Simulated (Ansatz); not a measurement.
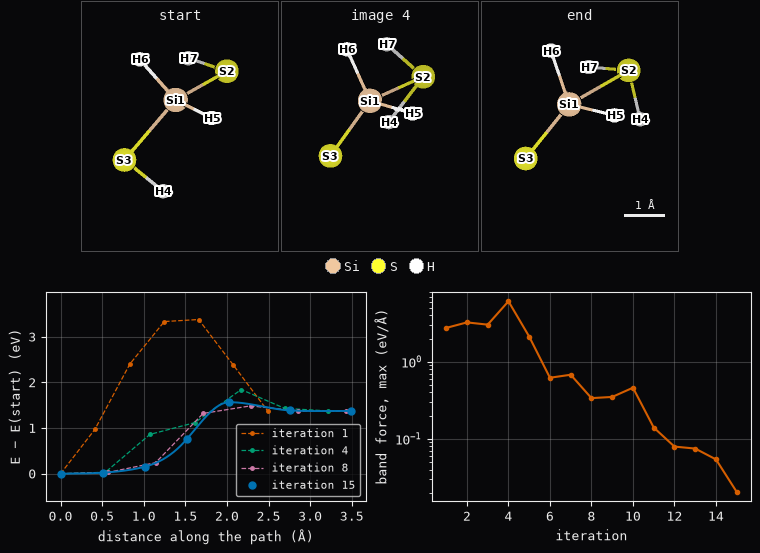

NEB run on SiH$_{4}$S$_{2}$. Images are numbered from 0 (start) to 6 (end). The plot follows the band through its iterations. The picture is a ball-and-stick view, seen from a free direction.

The calculation used Ansatz 0.2.0, RKS PBE0-D4/def2-SVP. Run with 5 movable images; climbing image.

Q: Judge this run.

A: The run is converged, with reservations. The band converged in 15 iterations. The largest component of the band force went from 2.8 to 0.021 eV/Å. The climbing image converged on the top of the path. Its curvatures weren't checked. The largest force component is 0.23 eV/Å at the start and 0.27 eV/Å at the end; an end with forces this large is no minimum, and the barrier measured from it can be far off. The first iteration put the highest image at 3.38 eV. Forward barrier 1.57 eV, backward barrier 0.19 eV, with image 4 at the top; the reaction energy is +1.38 eV.
